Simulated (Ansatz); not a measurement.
## Pressure series in SiC

Take SiC in the zinc blende structure (space group F-43m, No. 216) as the base.

```
CELL_PARAMETERS angstrom
      0.00000     2.17817     2.17817
      2.17817     0.00000     2.17817
      2.17817     2.17817     0.00000
ATOMIC_POSITIONS crystal
  Si 0.00000 0.00000 0.00000
  C  0.25000 0.25000 0.25000
```

Cell and atoms are relaxed at each pressure.

Computed with plane-wave PAW DFT at the r2SCAN level (Ansatz, an electronic-structure program, 500 eV), without spin-orbit coupling.

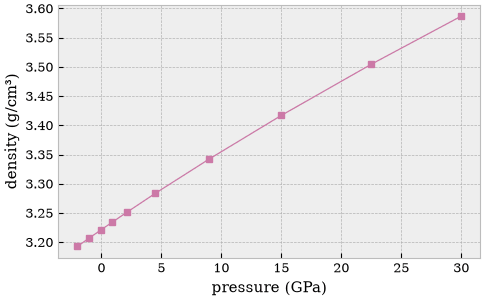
Figure: Density against pressure

```json
[
 {"pressure (GPa)": "-2", "density": "3.19 g/cm³"},
 {"pressure (GPa)": "-1", "density": "3.21 g/cm³"},
 {"pressure (GPa)": "0.9", "density": "3.23 g/cm³"},
 {"pressure (GPa)": "2.1", "density": "3.25 g/cm³"},
 {"pressure (GPa)": "4.5", "density": "3.28 g/cm³"},
 {"pressure (GPa)": "9", "density": "3.34 g/cm³"},
 {"pressure (GPa)": "15", "density": "3.42 g/cm³"},
 {"pressure (GPa)": "22.5", "density": "3.50 g/cm³"},
 {"pressure (GPa)": "30", "density": "3.59 g/cm³"}
]
```

Load acts through the strain it causes; cell and atoms are relaxed under it. Stability against distortions was not tested. No other phases were tried under pressure.
